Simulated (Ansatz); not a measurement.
# Computed frozen-phonon scan: GaN (zinc blende)

GaN (zinc blende)

```yaml
crystal:
  lattice:
    - [0.00000, 4.54850, 4.54850]
    - [2.27425, 0.00000, 2.27425]
    - [2.27425, 2.27425, 0.00000]
  atoms:
    - { symbol: N, position: [0.37500, 0.75000, 0.75000] }
    - { symbol: N, position: [0.87500, 0.75000, 0.75000] }
    - { symbol: Ga, position: [0.00000, 0.00000, 0.00000] }
    - { symbol: Ga, position: [0.50000, 0.00000, 0.00000] }
```

A phonon eigenvector at L = (0.5, 0.0, 0.0) is frozen into this cell: atom i moves by Q times the vector below, so Q is the largest atomic displacement, in Å. The cell is held. It is one choice among 2 degenerate patterns. (q is in reciprocal vectors of the primitive cell; the cell shown is doubled to hold the pattern.)

```json
[
 {"atom": "N1", "x": "-0.285", "y": "0.520", "z": "-0.805"},
 {"atom": "N2", "x": "0.285", "y": "-0.520", "z": "0.805"},
 {"atom": "Ga3", "x": "-0.046", "y": "0.083", "z": "-0.129"},
 {"atom": "Ga4", "x": "0.046", "y": "-0.083", "z": "0.129"}
]
```

Calculation: PBE (plane waves to 420 eV, PAW, scalar-relativistic; Ansatz, an electronic-structure program). k mesh 6×12×12 (Γ-centred), Fermi-Dirac smearing 0.05 eV. Energies are smeared free energies. GaN was relaxed with its symmetry unable to fall. The zero of ΔE is the undisplaced structure.

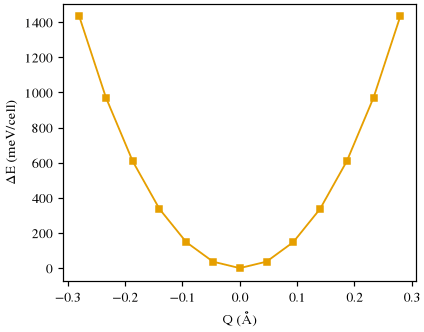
Figure. ΔE (meV/cell) against Q (Å); markers are the computed points, lines only join them.

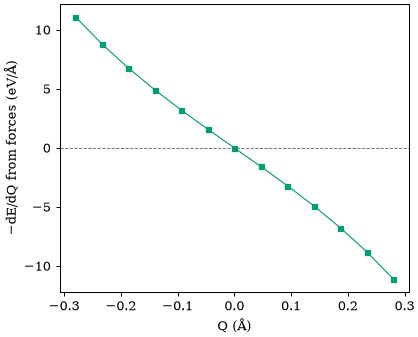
Figure. −dE/dQ from forces (eV/Å) against Q (Å); computed points joined by lines.

The energy at Q = 0.280 Å is 1434 meV/cell. Harmonic wavenumber from the curvature (finite differences): 538 cm⁻¹. Space group of the distorted cell: P1 (No. 1), lowered from F-43m. Symmetry of the curve: even: the same for both signs. Shape of the curve: a single well with its minimum at or next to zero displacement.

E″ = 33.66 eV/Å², M = Σ mᵢ|uᵢ|² = 31.6 u, ν̃ = 521.5·√(|E″|/M).

(For displaced atoms, the force is minus the slope of the energy, and its curvature is a force constant, which sets phonon frequencies.)
